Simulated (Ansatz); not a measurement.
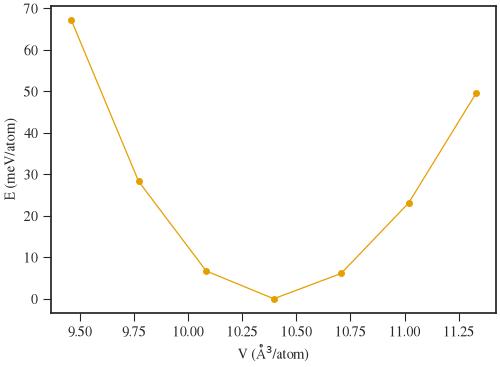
TiB in space group Pnma (No. 62; Ti on 4c, B on 4c) under volume change, the program Ansatz at the PBEsol level (PAW), shape and atoms relaxed at each volume.

### Question
What does a third-order Birch–Murnaghan fit give for V₀, B₀ and B′?

### Answer
V₀ = 10.40 Å³/atom, B₀ = 218 GPa, B′ = 4.1.

The workflow started from a Materials Project entry (that database holds measured and hypothetical structures alike); the Crystallography Open Database files this formula in space group No. 62, but the cells were not matched. Its standing as an ambient phase is unchecked. The cell was relaxed with PBEsol under the symmetry of its start; its stability against distortions is not shown here. The run is not spin-polarised.

Potentials: the later of the program's two PAW sets.
